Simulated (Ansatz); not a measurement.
# B₂Cl₂F₂H₂: a spread of methods and bases

How do the results and run time of B₂Cl₂F₂H₂ respond when the settings are drawn wide?

Program: Ansatz 0.2.0, Gaussian basis. Level of theory: the settings change from run to run. These are calculated values, not measurements.

**1. The geometry**

The structure was relaxed beforehand with PBE0-D4 in a triple-zeta def2 set.

8 atoms, charge 0, spin multiplicity 1.

Atoms are counted from 1 here; the program's logs count them from 0.

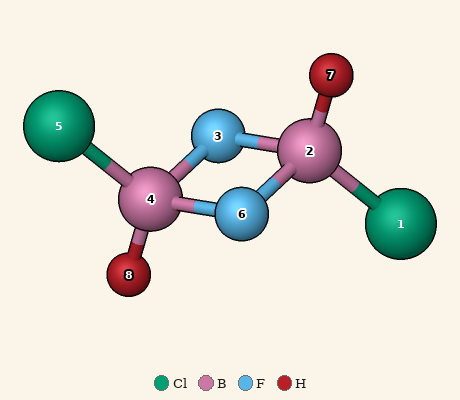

The geometry (chlorine teal, boron pink, fluorine blue, hydrogen red); atoms are numbered from 1 in the order of the file.

**2. revPBE/cc-pVTZ-DK**

This run has charge +1, multiplicity 2, density fitting with def2-universal-jkfit, D4 dispersion, high accuracy.

Input file in.yaml:

```yaml
crystal:
  periodic: [false, false, false]
  atoms:
    - {symbol: Cl, position_ang: [0.679831, -1.889094, 1.508692]}
    - {symbol: B, position_ang: [0.854580, -0.399237, 0.596814]}
    - {symbol: F, position_ang: [0.329465, -0.553773, -0.842027]}
    - {symbol: B, position_ang: [-0.854533, 0.399278, -0.596799]}
    - {symbol: Cl, position_ang: [-0.680479, 1.889037, -1.508931]}
    - {symbol: F, position_ang: [-0.329158, 0.554148, 0.841929]}
    - {symbol: H, position_ang: [1.879214, 0.194293, 0.607101]}
    - {symbol: H, position_ang: [-1.878929, -0.194661, -0.606779]}
basis:
  gaussian: {orbitals: cc-pVTZ-DK, fitting: {mean_field: def2-universal-jkfit}}
total_charge: 1
magnetization: {spin_polarized: true, initial_magnetization: 1}
hamiltonian: {xc: {name: revPBE}, dispersion: d4}
accuracy: high
```

Started as:

```
$ ansatz run in.yaml --threads 4 --pin off --events-out ev --progress --plain --max-ram 10444MiB
```

Standard output:

```text
Functional definition: revPBE
  name "revPBE"
  cite "Zhang & Yang, Phys. Rev. Lett. 80, 890 (1998) doi:10.1103/PhysRevLett.80.890"
  cite "Perdew, Burke & Ernzerhof, Phys. Rev. Lett. 77, 3865 (1996) doi:10.1103/PhysRevLett.77.3865"
  parameter kappa = 1.245
  parameter beta = 0.06672455060314922
  exchange = pbe_x(kappa = kappa, mu = beta*pi^2/3)
  correlation = pbe_c(beta = beta)
596 factors; integrals over basis functions are off by at most 9.3e-1 eV
mean field evaluation 1: about -31928.2224 eV, gradient 5.0e1 eV
mean field evaluation 2: about -31886.6462 eV, gradient 1.1e2 eV
mean field evaluation 4: about -31936.4898 eV, gradient 9.8e0 eV
mean field evaluation 8: about -31937.0664 eV, gradient 9.4e-1 eV
mean field evaluation 16: about -31937.0798 eV, gradient 1.0e-3 eV
mean field evaluation 32: about -31935.9862 eV, gradient 5.8e0 eV
mean field -31937.07975598 eV, -1173.6660333022 hartree, gradient 8.1e-8 eV, S^2 0.751612; 8 other end points of the search recorded, 0 dependent functions left out
reference -31937.07976032 eV, -1173.6660334615 hartree; 32, 31 occupied and 184, 185 virtual orbitals, 596 factors
Total energy: -31937.62754281 eV, -1173.6861640968 hartree
Relativity: scalar
```

It took 15 s on 4 threads of Arm Neoverse V2, shared host; peak memory 0.53 GiB.

⟨S²⟩ 0.752.

**3. RPA/def2-mTZVP**

This run has unrestricted orbitals, correlated electrons set to all, the search for lower states set to full.

in.yaml, as its differences from that of step 2:

```diff
@@ -12,6 +12,6 @@
 basis:
-  gaussian: {orbitals: cc-pVTZ-DK, fitting: {mean_field: def2-universal-jkfit}}
-total_charge: 1
-magnetization: {spin_polarized: true, initial_magnetization: 1}
-hamiltonian: {xc: {name: revPBE}, dispersion: d4}
-accuracy: high
+  gaussian: {orbitals: def2-mTZVP}
+magnetization: {spin_polarized: true, initial_magnetization: 0}
+hamiltonian: {xc: {name: HF}}
+correlation: {method: rpa, electrons: all}
+scf: {lower_state_search: full}
```

Launched as before.

Standard output:

```text
Functional definition: HF
  name "HF"
  cite "Fock, Z. Phys. 61, 126 (1930) doi:10.1007/BF01340294"
  parent pbe
  exchange = exact_x
  correlation = 0
1094 factors; integrals over basis functions are off by at most 9.0e-4 eV
mean field evaluation 1: about -31798.8129 eV, gradient 2.2e1 eV
mean field evaluation 2: about -31798.8968 eV, gradient 2.2e1 eV
mean field evaluation 4: about -31801.2851 eV, gradient 2.3e0 eV
mean field evaluation 8: about -31801.3284 eV, gradient 1.5e-1 eV
mean field -31801.32862416 eV, -1168.6772712231 hartree, gradient 9.8e-6 eV, S^2 0.000000; 0 other end points of the search recorded, 0 dependent functions left out
reference -31801.32862416 eV, -1168.6772712231 hartree; 32, 32 occupied and 94, 94 virtual orbitals, 1094 factors
Total energy: -31831.36794950 eV, -1169.7811960681 hartree
```

It took 1.8 s on 4 threads of Arm Neoverse V2, shared host.

⟨S²⟩ 0.000.

**4. PBEsol/aug-cc-pVTZ**

This run has D3(BJ) dispersion, relativity set to scalar.

in.yaml, as its differences from that of step 3:

```diff
@@ -12,6 +12,4 @@
 basis:
-  gaussian: {orbitals: def2-mTZVP}
-magnetization: {spin_polarized: true, initial_magnetization: 0}
-hamiltonian: {xc: {name: HF}}
-correlation: {method: rpa, electrons: all}
-scf: {lower_state_search: full}
+  gaussian: {orbitals: aug-cc-pVTZ}
+hamiltonian: {xc: {name: PBEsol}, dispersion: d3bj, pseudopotentials: {relativity: scalar}}
+output: {forces: true}
```

Launched as before.

Standard output, shortened:

```text
Functional definition: PBEsol
  name "PBEsol"
  cite "Perdew et al., Phys. Rev. Lett. 100, 136406 (2008) doi:10.1103/PhysRevLett.100.136406"
  cite "Perdew, Burke & Ernzerhof, Phys. Rev. Lett. 77, 3865 (1996) doi:10.1103/PhysRevLett.77.3865"
  parent pbesol
[...]
1698 factors; their error is unknown
[...]
mean field -31866.90680208 eV, -1171.0872248114 hartree, gradient 3.2e-5 eV, S^2 0.000000; 0 other end points of the search recorded, 0 dependent functions left out
[...]
reference -31866.90686740 eV, -1171.0872272115 hartree; 32, 32 occupied and 298, 298 virtual orbitals, 1698 factors
Total energy: -31866.98132431 eV, -1171.0899634526 hartree
Relativity: scalar
Atom 0 at     0.679831    -1.889094     1.508692 Å, force    -0.000087    -0.053809     0.035411 eV/Å
Atom 1 at     0.854580    -0.399237     0.596814 Å, force    -0.059447    -0.143525     0.071393 eV/Å
Atom 2 at     0.329465    -0.553773    -0.842027 Å, force     0.114167    -0.192238    -0.292495 eV/Å
Atom 3 at    -0.854533     0.399278    -0.596799 Å, force     0.059634     0.143333    -0.071444 eV/Å
Atom 4 at    -0.680479     1.889037    -1.508931 Å, force     0.000061     0.053918    -0.035366 eV/Å
Atom 5 at    -0.329158     0.554148     0.841929 Å, force    -0.114156     0.192255     0.292417 eV/Å
Atom 6 at     1.879214     0.194293     0.607101 Å, force     0.238434     0.122205     0.012925 eV/Å
Atom 7 at    -1.878929    -0.194661    -0.606779 Å, force    -0.238606    -0.122140    -0.012841 eV/Å
Dipole moment:     0.000049     0.000063    -0.000014 e Å
```

Run time: 4.4 s. Hardware: 4 threads of Arm Neoverse V2, shared host; peak memory 0.63 GiB.

Largest force 0.368 eV/Å, dipole 0.00 D.

**5. B2GP-PLYP/x2c-TZVPPall**

Options: the search for lower states set to light.

in.yaml, as its differences from that of step 4:

```diff
@@ -12,4 +12,5 @@
 basis:
-  gaussian: {orbitals: aug-cc-pVTZ}
-hamiltonian: {xc: {name: PBEsol}, dispersion: d3bj, pseudopotentials: {relativity: scalar}}
+  gaussian: {orbitals: x2c-TZVPPall}
+hamiltonian: {xc: {name: B2GP-PLYP}}
+scf: {lower_state_search: light}
 output: {forces: true}
```

Launched as before.

Standard output, shortened:

```text
Functional definition: B2GP-PLYP
  name "B2GP-PLYP"
  cite "Karton, Tarnopolsky, Lamère, Schatz & Martin, J. Phys. Chem. A 112, 12868 (2008) doi:10.1021/jp801805p"
  cite "Becke, Phys. Rev. A 38, 3098 (1988) doi:10.1103/PhysRevA.38.3098"
  cite "Lee, Yang & Parr, Phys. Rev. B 37, 785 (1988) doi:10.1103/PhysRevB.37.785"
[...]
1470 factors; integrals over basis functions are off by at most 1.1e-3 eV
[...]
mean field -31927.36966254 eV, -1173.3091939499 hartree, gradient 1.3e-6 eV, S^2 0.000000; 0 other end points of the search recorded, 0 dependent functions left out
14 core orbitals not correlated: weight in the atoms' cores, before any rotation towards them, 1.000 or more for the frozen orbitals, at most 0.000 for the correlated occupied ones
reference -31927.36978996 eV, -1173.3091986326 hartree; 18, 18 occupied and 204, 204 virtual orbitals, 1470 factors
second order -33.99350881 eV of doubles, -0.00000000 eV of singles
[...]
Total energy: -31939.60745313 eV, -1173.7589244592 hartree
Relativity: scalar
Atom 0 at     0.679831    -1.889094     1.508692 Å, force    -0.003097    -0.043254     0.027300 eV/Å
Atom 1 at     0.854580    -0.399237     0.596814 Å, force     0.285007     0.099612     0.046026 eV/Å
Atom 2 at     0.329465    -0.553773    -0.842027 Å, force     0.001097    -0.002062    -0.003198 eV/Å
Atom 3 at    -0.854533     0.399278    -0.596799 Å, force    -0.284654    -0.099886    -0.046014 eV/Å
Atom 4 at    -0.680479     1.889037    -1.508931 Å, force     0.003077     0.043380    -0.027252 eV/Å
Atom 5 at    -0.329158     0.554148     0.841929 Å, force    -0.001163     0.001931     0.003188 eV/Å
Atom 6 at     1.879214     0.194293     0.607101 Å, force    -0.202675    -0.107906    -0.008209 eV/Å
Atom 7 at    -1.878929    -0.194661    -0.606779 Å, force     0.202408     0.108185     0.008159 eV/Å
Dipole moment:     0.000047     0.000056    -0.000008 e Å
```

Wall time 13 s (4 threads of Arm Neoverse V2, shared host); peak memory 0.8 GiB.

Largest force 0.305 eV/Å, dipole 0.00 D.

**6. RPBE/cc-pVDZ**

Options: atoms shaken by 0.08 Å, density fitting with def2-universal-jkfit, relativity set to scalar, high accuracy.

Input file in.yaml:

```yaml
crystal:
  periodic: [false, false, false]
  atoms:
    - {symbol: Cl, position_ang: [0.660205, -1.810717, 1.389326]}
    - {symbol: B, position_ang: [0.748826, -0.445054, 0.689553]}
    - {symbol: F, position_ang: [0.235725, -0.504702, -0.695942]}
    - {symbol: B, position_ang: [-0.762822, 0.496498, -0.609563]}
    - {symbol: Cl, position_ang: [-0.689726, 1.749430, -1.520973]}
    - {symbol: F, position_ang: [-0.272920, 0.385500, 0.901467]}
    - {symbol: H, position_ang: [1.892029, 0.198165, 0.641463]}
    - {symbol: H, position_ang: [-1.906848, -0.184086, -0.629659]}
basis:
  gaussian: {orbitals: cc-pVDZ, fitting: {mean_field: def2-universal-jkfit}}
hamiltonian: {xc: {name: RPBE}, pseudopotentials: {relativity: scalar}}
accuracy: high
output: {forces: true}
```

Same command.

Standard output, shortened:

```text
Functional definition: RPBE
  name "RPBE"
  cite "Hammer, Hansen & Nørskov, Phys. Rev. B 59, 7413 (1999) doi:10.1103/PhysRevB.59.7413"
  cite "Perdew, Burke & Ernzerhof, Phys. Rev. Lett. 77, 3865 (1996) doi:10.1103/PhysRevLett.77.3865"
[...]
596 factors; integrals over basis functions are off by at most 3.1e-1 eV
[...]
mean field -31934.48892648 eV, -1173.5708220742 hartree, gradient 9.3e-8 eV, S^2 0.000000; 0 other end points of the search recorded, 0 dependent functions left out
[...]
reference -31934.48892951 eV, -1173.5708221853 hartree; 32, 32 occupied and 70, 70 virtual orbitals, 596 factors
Total energy: -31934.48892951 eV, -1173.5708221853 hartree
Relativity: scalar
Atom 0 at     0.660205    -1.810717     1.389326 Å, force    -0.210890    -9.481827     5.072837 eV/Å
Atom 1 at     0.748826    -0.445054     0.689553 Å, force     7.006574     5.871187    -3.045119 eV/Å
Atom 2 at     0.235725    -0.504702    -0.695942 Å, force     2.609793    -3.223407    -5.857356 eV/Å
Atom 3 at    -0.762822     0.496498    -0.609563 Å, force    -5.402682    -7.001075     3.350374 eV/Å
Atom 4 at    -0.689726     1.749430    -1.520973 Å, force     0.915502     7.249174    -4.436901 eV/Å
Atom 5 at    -0.272920     0.385500     0.901467 Å, force    -5.011160     6.159366     4.495361 eV/Å
Atom 6 at     1.892029     0.198165     0.641463 Å, force    -1.248878    -0.732744     0.077990 eV/Å
Atom 7 at    -1.906848    -0.184086    -0.629659 Å, force     1.341740     1.159326     0.342813 eV/Å
Dipole moment:    -0.062927     0.136853    -0.098336 e Å
```

It took 1.9 s on 4 threads of Arm Neoverse V2, shared host.

Largest force 10.756 eV/Å, dipole 0.86 D.

**7. r2SCAN/cc-pVTZ**

Options: unrestricted orbitals, coordinates scaled by 0.92, a grid of angular degree 47.

Input file in.yaml:

```yaml
crystal:
  periodic: [false, false, false]
  atoms:
    - {symbol: Cl, position_ang: [0.625444, -1.737966, 1.387996]}
    - {symbol: B, position_ang: [0.786214, -0.367298, 0.549068]}
    - {symbol: F, position_ang: [0.303107, -0.509471, -0.774665]}
    - {symbol: B, position_ang: [-0.786171, 0.367336, -0.549055]}
    - {symbol: Cl, position_ang: [-0.626041, 1.737914, -1.388216]}
    - {symbol: F, position_ang: [-0.302825, 0.509816, 0.774574]}
    - {symbol: H, position_ang: [1.728877, 0.178749, 0.558533]}
    - {symbol: H, position_ang: [-1.728614, -0.179088, -0.558237]}
basis:
  gaussian: {orbitals: cc-pVTZ, final_grid: {core_spheres: 20, valence_spheres: 16, degree: 47}}
magnetization: {spin_polarized: true, initial_magnetization: 0}
hamiltonian: {xc: {name: r2SCAN}}
```

The command is unchanged.

Standard output:

```text
Functional definition: r2SCAN
  name "r2SCAN"
  cite "Furness, Kaplan, Ning, Perdew & Sun, J. Phys. Chem. Lett. 11, 8208 (2020) doi:10.1021/acs.jpclett.0c02405"
  cite "Furness, Kaplan, Ning, Perdew & Sun, J. Phys. Chem. Lett. 11, 9248 (2020) doi:10.1021/acs.jpclett.0c03077"
  parent r2scan
  parameter k0 = 0.174
  parameter k1 = 0.065
  parameter a1 = 4.9479
  exchange = r2scan_x(k0 = k0, k1 = k1, a1 = a1)
  correlation = r2scan_c
1382 factors; their error is unknown
mean field evaluation 1: about -31862.8600 eV, gradient 2.7e1 eV
mean field evaluation 2: about -31861.8478 eV, gradient 3.1e1 eV
mean field evaluation 4: about -31865.6601 eV, gradient 1.2e0 eV
mean field evaluation 8: about -31865.6738 eV, gradient 2.7e-2 eV
mean field evaluation 16: about -31865.6232 eV, gradient 1.7e-5 eV
mean field -31865.62323532 eV, -1171.0400546028 hartree, gradient 1.7e-5 eV, S^2 0.000000; 0 other end points of the search recorded, 0 dependent functions left out
reference -31865.62324667 eV, -1171.0400550200 hartree; 32, 32 occupied and 184, 184 virtual orbitals, 1382 factors
Total energy: -31865.62324667 eV, -1171.0400550200 hartree
```

Wall time 9 s (4 threads of Arm Neoverse V2, shared host).

⟨S²⟩ 0.000.

**8. wB97X/aug-cc-pVTZ**

Set apart from the defaults: a grid of angular degree 23, relativity set to none.

Input file in.yaml:

```yaml
crystal:
  periodic: [false, false, false]
  atoms:
    - {symbol: Cl, position_ang: [0.679831, -1.889094, 1.508692]}
    - {symbol: B, position_ang: [0.854580, -0.399237, 0.596814]}
    - {symbol: F, position_ang: [0.329465, -0.553773, -0.842027]}
    - {symbol: B, position_ang: [-0.854533, 0.399278, -0.596799]}
    - {symbol: Cl, position_ang: [-0.680479, 1.889037, -1.508931]}
    - {symbol: F, position_ang: [-0.329158, 0.554148, 0.841929]}
    - {symbol: H, position_ang: [1.879214, 0.194293, 0.607101]}
    - {symbol: H, position_ang: [-1.878929, -0.194661, -0.606779]}
basis:
  gaussian: {orbitals: aug-cc-pVTZ, final_grid: {core_spheres: 8, valence_spheres: 7, degree: 23}}
hamiltonian: {xc: {name: wB97X}, pseudopotentials: {relativity: none}}
output: {forces: true}
```

Same command.

Standard output, shortened:

```text
Functional definition: wB97X
  name "wB97X"
  cite "Chai & Head-Gordon, J. Chem. Phys. 128, 084106 (2008) doi:10.1063/1.2834918"
  cite "Becke, J. Chem. Phys. 107, 8554 (1997) doi:10.1063/1.475007"
[...]
  # The coefficients of nought are those of the uniform gas.
[...]
      + exact_x_lr(omega)
[...]
      + integral(e_c_pw_opposite_spin*poly(b97_u_opposite, 1, cos1, cos2, cos3, cos4))
1716 factors; their error is unknown
494 factors; integrals over basis functions are off by at most 2.0e-5 eV
[...]
mean field -31870.73369591 eV, -1171.2278605655 hartree, gradient 4.2e-5 eV, S^2 0.000000; 0 other end points of the search recorded, 0 dependent functions left out
[...]
reference -31870.73364383 eV, -1171.2278586515 hartree; 32, 32 occupied and 298, 298 virtual orbitals, 1716 factors
Total energy: -31870.73364383 eV, -1171.2278586515 hartree
Atom 0 at     0.679831    -1.889094     1.508692 Å, force    -0.028212    -0.125270     0.071397 eV/Å
Atom 1 at     0.854580    -0.399237     0.596814 Å, force     0.371596     0.016439     0.134795 eV/Å
Atom 2 at     0.329465    -0.553773    -0.842027 Å, force     0.086388    -0.145587    -0.221491 eV/Å
Atom 3 at    -0.854533     0.399278    -0.596799 Å, force    -0.371285    -0.016713    -0.134766 eV/Å
Atom 4 at    -0.680479     1.889037    -1.508931 Å, force     0.028127     0.125407    -0.071389 eV/Å
Atom 5 at    -0.329158     0.554148     0.841929 Å, force    -0.086391     0.145553     0.221433 eV/Å
Atom 6 at     1.879214     0.194293     0.607101 Å, force    -0.031311    -0.015873    -0.001748 eV/Å
Atom 7 at    -1.878929    -0.194661    -0.606779 Å, force     0.031086     0.016044     0.001769 eV/Å
Dipole moment:     0.000058     0.000058    -0.000005 e Å
```

Run time: 11 s. Hardware: 4 threads of Arm Neoverse V2, shared host; peak memory 1.7 GiB.

Largest force 0.396 eV/Å, dipole 0.00 D.

**9. r2SCAN50/def2-TZVPP**

in.yaml, as its differences from that of step 8:

```diff
@@ -12,4 +12,3 @@
 basis:
-  gaussian: {orbitals: aug-cc-pVTZ, final_grid: {core_spheres: 8, valence_spheres: 7, degree: 23}}
-hamiltonian: {xc: {name: wB97X}, pseudopotentials: {relativity: none}}
-output: {forces: true}
+  gaussian: {orbitals: def2-TZVPP}
+hamiltonian: {xc: {name: r2SCAN50}}
```

Launched as before.

Standard output, shortened:

```text
Functional definition: r2SCAN50
  name "r2SCAN50"
  cite "Bursch, Neugebauer, Ehlert & Grimme, J. Chem. Phys. 156, 134105 (2022) doi:10.1063/5.0086040"
  cite "Furness, Kaplan, Ning, Perdew & Sun, J. Phys. Chem. Lett. 11, 8208 (2020) doi:10.1021/acs.jpclett.0c02405"
  cite "Furness, Kaplan, Ning, Perdew & Sun, J. Phys. Chem. Lett. 11, 9248 (2020) doi:10.1021/acs.jpclett.0c03077"
  parent r2scan
[...]
1574 factors; their error is unknown
[...]
mean field -31865.74262254 eV, -1171.0444420023 hartree, gradient 4.4e-5 eV, S^2 0.000000; 0 other end points of the search recorded, 0 dependent functions left out
reference -31865.74262917 eV, -1171.0444422458 hartree; 32, 32 occupied and 204, 204 virtual orbitals, 1574 factors
Total energy: -31865.74262917 eV, -1171.0444422458 hartree
```

It took 4.2 s on 4 threads of Arm Neoverse V2, shared host; peak memory 0.54 GiB.

**10. The runs in one table**

| level | charge | multiplicity | geometry | functions | energy (eV) | time |
| --- | --- | --- | --- | --- | --- | --- |
| revPBE/cc-pVTZ-DK | 1 | 2 | relaxed | 216 | -31937.628 | 15 s |
| RPA/def2-mTZVP | 0 | 1 | relaxed | 126 | -31831.368 | 1.8 s |
| PBEsol/aug-cc-pVTZ | 0 | 1 | relaxed | 330 | -31866.981 | 4.4 s |
| B2GP-PLYP/x2c-TZVPPall | 0 | 1 | relaxed | 236 | -31939.607 | 13 s |
| RPBE/cc-pVDZ | 0 | 1 | shaken | 102 | -31934.489 | 1.9 s |
| r2SCAN/cc-pVTZ | 0 | 1 | scaled | 216 | -31865.623 | 9 s |
| wB97X/aug-cc-pVTZ | 0 | 1 | relaxed | 330 | -31870.734 | 11 s |
| r2SCAN50/def2-TZVPP | 0 | 1 | relaxed | 236 | -31865.743 | 4.2 s |

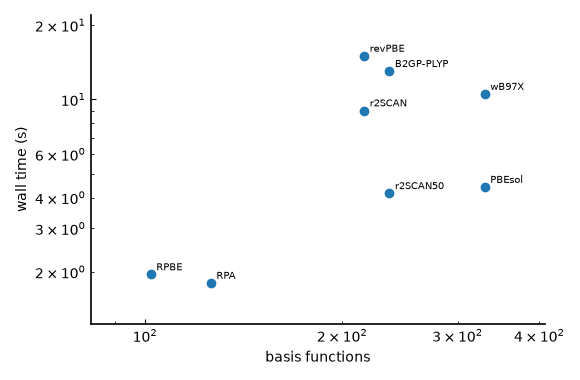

Wall time against the number of basis functions (shared host).

**11. Summary of results**

```
                                         quantity                    value
                                             runs                        8
                                         quickest    RPA/def2-mTZVP, 1.8 s
                                          slowest  revPBE/cc-pVTZ-DK, 15 s
spread of total energies, same state and geometry                 108.2 eV
                  dipole, same state and geometry           0.00 to 0.00 D
```

Run time spans a factor of 8, from RPA/def2-mTZVP to revPBE/cc-pVTZ-DK. The jobs differ in tasks and options as well as level. The totals spread over 108 eV; they can't be compared across methods or bases. Some of these runs are scalar-relativistic and others not, which shifts the totals of all-electron atoms past neon by eV; core potentials, where a basis has them, take the core out of the total altogether. At the PBE0-D4/def2-TZVP geometry and in the same state, runs without warnings or point charges leave forces up to 0.40 eV/Å (wB97X/aug-cc-pVTZ), against 10.8 eV/Å where the atoms were moved.
